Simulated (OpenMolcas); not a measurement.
# Single-point calculation of C₂H₂F₄ (charge +1) (part 1 of 2)

The run: single-point calculation of C₂H₂F₄, charge +1, multiplicity 2. Method and program: TPSS/cc-pVDZ, UKS (OpenMolcas 26.06).

The geometry is that of the parent species in another charge or spin state. The geometry comes from this level: PBE0-D4/def2-TZVP.

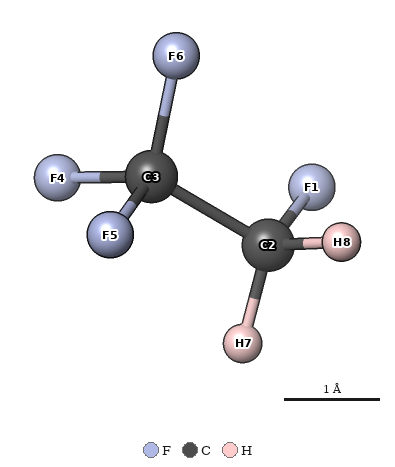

**Figure 1.** The input geometry (ball-and-stick view, seen at an oblique angle; atoms are numbered from 1 in the order of the input). Bond lengths as drawn: C–C 1.51 Å, C–F 1.33 to 1.36 Å and C–H 1.09 Å.

The input:
```
>>> EXPORT MOLCAS_PRINT=2
&GATEWAY
BasLib = $CurrDir
Coord
8
angstrom
F       -0.224600      -1.506500       0.915200
C       -0.211200      -0.737800      -0.211700
C        0.211200       0.674300       0.135500
F        1.434400       0.711300       0.662400
F        0.217100       1.411800      -0.982100
F       -0.624600       1.243600       1.002900
H        0.502000      -1.148600      -0.930100
H       -1.212300      -0.705100      -0.647900
Basis = cc-pVDZ
Group = NoSym
&SEWARD
GridInput
Grid=UltraFine
End of Grid
&SCF
UHF
Charge = 1
Spin = 2
KSDFT = 2
1.0 MGGA_X_TPSS
1.0 MGGA_C_TPSS
Thresholds = 1e-10 1e-07 1e-07 1e-05
PrOrbitals = 1 1
```

Launched with:
```bash
export MOLCAS_MEM=1860
pymolcas job.input > job.log
```

Output:
```
--- Start Module: gateway ---

                                              &GATEWAY

                       available to each process: 1.9 GB of memory, 1 thread

 Basis Set     1 Label: F.CC-PVDZ
 Basis set is read from library:.
 basistype.tbl is not found

 Basis Set     2 Label: C.CC-PVDZ
 Basis set is read from library:.
 basistype.tbl is not found

 Basis Set     3 Label: F.CC-PVDZ
 Basis set is read from library:.
 basistype.tbl is not found

 Basis Set     4 Label: H.CC-PVDZ
 Basis set is read from library:.
 basistype.tbl is not found

++    Symmetry information:
      ---------------------

                    Character Table for C1

                             E
                    a        1  x, y, xy, Rz, z, xz, Ry, yz, Rx, I
--

++    Basis set information:
      ----------------------

      Basis set label: F.CC-PVDZ.........

      Electronic valence basis set:
      ------------------
      Associated Effective Charge   9.000000 au
      Associated Actual Charge      9.000000 au
      Nuclear Model: Point charge

      Shell  nPrim  nBasis  Cartesian Spherical Contaminant
         s       9       3        X
         p       4       2        X
         d       1       1                 X

      Basis set label: C.CC-PVDZ.........

      Electronic valence basis set:
      ------------------
      Associated Effective Charge   6.000000 au
      Associated Actual Charge      6.000000 au
      Nuclear Model: Point charge

      Shell  nPrim  nBasis  Cartesian Spherical Contaminant
         s       9       3        X
         p       4       2        X
         d       1       1                 X

      Basis set label: F.CC-PVDZ.........

      Electronic valence basis set:
      ------------------
      Associated Effective Charge   9.000000 au
      Associated Actual Charge      9.000000 au
      Nuclear Model: Point charge

      Shell  nPrim  nBasis  Cartesian Spherical Contaminant
         s       9       3        X
         p       4       2        X
         d       1       1                 X

      Basis set label: H.CC-PVDZ.........

      Electronic valence basis set:
      ------------------
      Associated Effective Charge   1.000000 au
      Associated Actual Charge      1.000000 au
      Nuclear Model: Point charge

      Shell  nPrim  nBasis  Cartesian Spherical Contaminant
         s       4       2        X
         p       1       1        X
--

++    Molecular structure info:
      -------------------------

                    ************************************************
                    **** Cartesian Coordinates / bohr, angstrom ****
                    ************************************************

     Center  Label                x              y              z                     x              y              z
        1      F1              -0.424432      -2.846872       1.729477             -0.224600      -1.506500       0.915200
        2      C2              -0.399110      -1.394240      -0.400055             -0.211200      -0.737800      -0.211700
        3      C3               0.399110       1.274242       0.256058              0.211200       0.674300       0.135500
        4      F4               2.710623       1.344162       1.251755              1.434400       0.711300       0.662400
        5      F5               0.410260       2.667915      -1.855900              0.217100       1.411800      -0.982100
        6      F6              -1.180323       2.350063       1.895206             -0.624600       1.243600       1.002900
        7      H7               0.948643      -2.170539      -1.757634              0.502000      -1.148600      -0.930100
        8      H8              -2.290915      -1.332446      -1.224354             -1.212300      -0.705100      -0.647900

                    ***************************************
                    *    InterNuclear Distances / bohr    *
                    ***************************************

               1 F1            2 C2            3 C3            4 F4            5 F5            6 F6
    1 F1       0.000000
    2 C2       2.577924        0.000000
    3 C3       4.453400        2.861545        0.000000
    4 F4       5.255622        4.460691        2.517815        0.000000
    5 F5       6.630575        4.390407        2.530378        4.086748        0.000000
    6 F6       5.254234        4.460754        2.517699        4.070053        4.086781        0.000000
    7 H7       3.808242        2.064485        4.027836        4.951174        4.869308        6.189636
    8 H8       3.808197        2.064513        4.027738        6.189566        4.868068        4.952367

               7 H7            8 H8
    7 H7       0.000000
    8 H8       3.388439        0.000000

                    *******************************************
                    *    InterNuclear Distances / angstrom    *
                    *******************************************

               1 F1            2 C2            3 C3            4 F4            5 F5            6 F6
    1 F1       0.000000
    2 C2       1.364178        0.000000
    3 C3       2.356638        1.514264        0.000000
    4 F4       2.781155        2.360496        1.332370        0.000000
    5 F5       3.508749        2.323303        1.339019        2.162614        0.000000
    6 F6       2.780421        2.360529        1.332309        2.153779        2.162632        0.000000
    7 H7       2.015235        1.092479        2.131439        2.620048        2.576727        3.275414
    8 H8       2.015211        1.092493        2.131387        3.275377        2.576071        2.620680

               7 H7            8 H8
    7 H7       0.000000
    8 H8       1.793085        0.000000

                    **************************************
                    *    Valence Bond Angles / degree    *
                    **************************************
                          Atom centers                 Phi
                      1 F1       2 C2       3 C3       109.80
                      1 F1       2 C2       7 H7       109.74
                      1 F1       2 C2       8 H8       109.74
                      3 C3       2 C2       7 H7       108.62
                      3 C3       2 C2       8 H8       108.62
                      7 H7       2 C2       8 H8       110.30
                      2 C2       3 C3       4 F4       111.88
                      2 C2       3 C3       5 F5       108.87
                      2 C2       3 C3       6 F6       111.89
                      4 F4       3 C3       5 F5       108.10
                      4 F4       3 C3       6 F6       107.85
                      5 F5       3 C3       6 F6       108.11

           ***************************************************************
           *              Valence Dihedral Angles / degree               *
           ***************************************************************
                    Atom centers                       Phi1     Phi2     Theta
           1 F1       2 C2       3 C3       4 F4        109.80   111.88    60.62
           1 F1       2 C2       3 C3       5 F5        109.80   108.87  -179.96
           1 F1       2 C2       3 C3       6 F6        109.80   111.89   -60.53
           4 F4       3 C3       2 C2       7 H7        111.88   108.62   -59.38
           4 F4       3 C3       2 C2       8 H8        111.88   108.62  -179.37
           5 F5       3 C3       2 C2       7 H7        108.87   108.62    60.03
           5 F5       3 C3       2 C2       8 H8        108.87   108.62   -59.96
           6 F6       3 C3       2 C2       7 H7        111.89   108.62   179.46
           6 F6       3 C3       2 C2       8 H8        111.89   108.62    59.47
--

            Nuclear Potential Energy            273.03996092 au

--- Stop Module: gateway /rc=_RC_ALL_IS_WELL_ ---

--- Start Module: seward ---

                                              &SEWARD

                       available to each process: 1.9 GB of memory, 1 thread

               SEWARD will generate:
                  Multipole Moment integrals up to order  2
                  Kinetic Energy integrals
                  Nuclear Attraction integrals (point charge)
                  One-Electron Hamiltonian integrals
                  Velocity integrals
                  Orbital angular momentum around (  0.2691   0.6060   0.5162 )
                  Velocity quadrupole around (  0.2691   0.6060   0.5162 )
                  Two-Electron Repulsion integrals

                   Integrals are discarded if absolute value <: 1.00E-14
                   Integral cutoff threshold is set to       <: 1.00E-16

            Nuclear Potential Energy            273.03996092 au

      Basis set specifications :
      Symmetry species         a
      Basis functions           94

--- Stop Module: seward /rc=_RC_ALL_IS_WELL_ ---
--- Module seward spent 2 seconds ---

--- Start Module: scf ---

                                                &SCF

                       available to each process: 1.9 GB of memory, 1 thread

++    Input section:
      --------------

      Header of the integral files:

      Cartesian coordinates in angstrom:
      -----------------------------------------------------
      No.  Label        X            Y            Z
      -----------------------------------------------------
       1   F1        -0.22460000  -1.50650000   0.91520000
       2   C2        -0.21120000  -0.73780000  -0.21170000
       3   C3         0.21120000   0.67430000   0.13550000
       4   F4         1.43440000   0.71130000   0.66240000
       5   F5         0.21710000   1.41180000  -0.98210000
       6   F6        -0.62460000   1.24360000   1.00290000
       7   H7         0.50200000  -1.14860000  -0.93010000
       8   H8        -1.21230000  -0.70510000  -0.64790000
      -----------------------------------------------------
      Nuclear repulsion energy =  273.03996092
--

++    Orbital specifications:
      -----------------------

      Symmetry species               1
                                     a
      Frozen orbitals                0
      Start temperature = 0.500
      End temperature   = 0.010
      Temperature Factor= 0.460
      Deleted orbitals               0
      Total number of orbitals      94
      Number of basis functions     94
--

      Molecular charge                           1.000

      Numerical integration parameters
      --------------------------------
      Radial quadrature type:                         MHL
      Size of radial grid:                            99
      Lebedev angular grid:                           41
      Angular grid pruned with the crowding factor:  1.00E+10
                                 and fading factor:  1.00E+01
      Screening threshold for integral computation:   1.00E-11
      Radial quadrature accuracy:                     1.00E-25
      Maximum batch size:                             128
      AO values are stored on disk
      The same grid will be used for all iterations.

      DFT functional specifications
      -----------------------------
      Using Libxc version: 6.2.2
      Please cite the following reference:
      S. Lehtola, C. Steigemann, M. J.T. Oliveira, and M. A.L. Marques.,  SoftwareX 7, 1–5 (2018) doi:10.1016/j.softx.2017.11.002

      * Tao, Perdew, Staroverov & Scuseria
        - J. Tao, J. P. Perdew, V. N. Staroverov, and G. E. Scuseria.,  Phys. Rev. Lett. 91, 146401 (2003) doi:10.1103/PhysRevLett.91.146401
      * Tao, Perdew, Staroverov & Scuseria
        - J. Tao, J. P. Perdew, V. N. Staroverov, and G. E. Scuseria.,  Phys. Rev. Lett. 91, 146401 (2003) doi:10.1103/PhysRevLett.91.146401

++    Optimization specifications:
      ----------------------------

      SCF Algorithm: Conventional USCF
      D(i)-D(i-1) density differences are used
      Number of density matrices in core                 5
      Maximum number of NDDO SCF iterations            400
      Maximum number of HF SCF iterations              400
      Threshold for SCF energy change             1.00E-10
      Threshold for density matrix                1.00E-07
      Threshold for Fock matrix                   1.00E-07
      Threshold for linear dependence             1.00E-09
      Threshold at which DIIS is turned on        1.50E-01
      Maximum depth in the DIIS procedure                5
      Maximum depth in the BFGS Hessian update          30
      Threshold at which QNR/C2DIIS is turned on  7.50E-02
      Threshold for Norm(delta) (QNR/C2DIIS)      1.00E-05
      All orbitals punched on: UHFORB
--

      Input vectors read from INPORB
      Orbital file label: *Guess orbitals

++ Convergence information
                               UHF [...]      iterations: Energy and convergence statistics
```
